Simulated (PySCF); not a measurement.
```yaml
atoms:
  - { symbol: C, position_ang: [-2.1706, -0.7377, 1.3835] }
  - { symbol: C, position_ang: [-1.3388, -0.4603, 0.3701] }
  - { symbol: C, position_ang: [-1.7932, -0.4080, -1.0569] }
  - { symbol: P, position_ang: [0.4157, -0.1097, 0.8262] }
  - { symbol: C, position_ang: [0.6105, 1.5976, 0.1064] }
  - { symbol: C, position_ang: [-0.2191, 2.6348, 0.8465] }
  - { symbol: C, position_ang: [1.3367, -1.0831, -0.4623] }
  - { symbol: Si, position_ang: [3.2069, -1.0454, -0.2200] }
  - { symbol: H, position_ang: [-3.2351, -0.9361, 1.2129] }
  - { symbol: H, position_ang: [-1.8113, -0.7754, 2.4162] }
  - { symbol: H, position_ang: [-1.5995, 0.5803, -1.5056] }
  - { symbol: H, position_ang: [-2.8709, -0.6130, -1.1420] }
  - { symbol: H, position_ang: [-1.2576, -1.1462, -1.6753] }
  - { symbol: H, position_ang: [0.3672, 1.5901, -0.9706] }
  - { symbol: H, position_ang: [1.6839, 1.8394, 0.1806] }
  - { symbol: H, position_ang: [-1.2956, 2.4119, 0.7776] }
  - { symbol: H, position_ang: [-0.0580, 3.6428, 0.4340] }
  - { symbol: H, position_ang: [0.0409, 2.6627, 1.9163] }
  - { symbol: H, position_ang: [1.0874, -0.7625, -1.4890] }
  - { symbol: H, position_ang: [1.0251, -2.1373, -0.3616] }
  - { symbol: H, position_ang: [3.5732, -1.6523, 1.0946] }
  - { symbol: H, position_ang: [3.8781, -1.8167, -1.3124] }
  - { symbol: H, position_ang: [3.7279, 0.3562, -0.2557] }
```

Geometry: PBE0-D3(BJ)/def2-SVP.

Level of theory: PBE0/pcSseg-1, SCF density, gas phase, non-relativistic (PySCF 2.14.0).

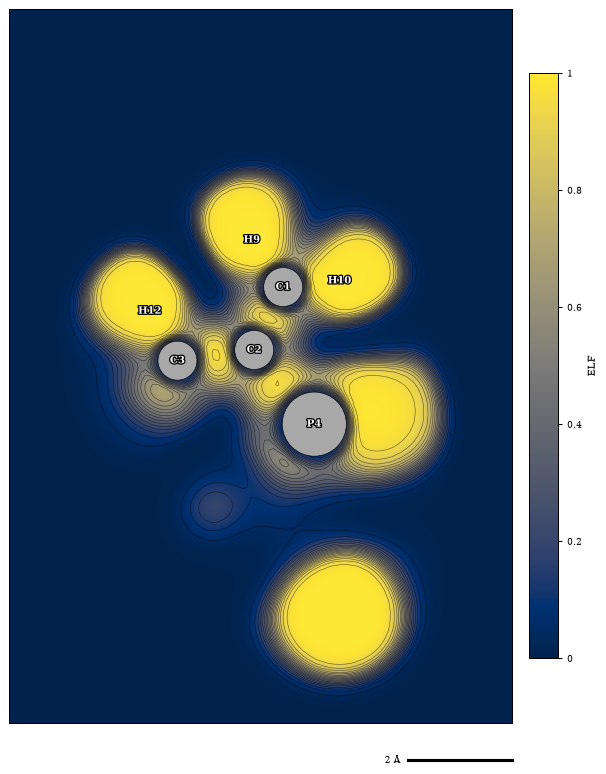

C6H15PSi. Electron localisation function on the plane of atoms C1, C2 and C3. Grey discs cover the atomic cores.

What does the map show?

Answer.
- The section cuts through C, P and H sites.
- C–C (1.34 Å): the ELF peaks at about 0.90 between the atoms (a multiple bond).
- C–P (1.85 Å): the ELF peaks at about 0.95 between the atoms; a shared electron pair.
- C–H (1.09 Å): the ELF climbs to about 1 towards the hydrogen, as it does in any bond to H (an ordinary covalent bond to hydrogen).
- C–C (1.50 Å): the ELF peaks at about 0.95 between the atoms; a covalent bond.
- The ELF also peaks beside P4, away from the bonds: lone-pair regions.
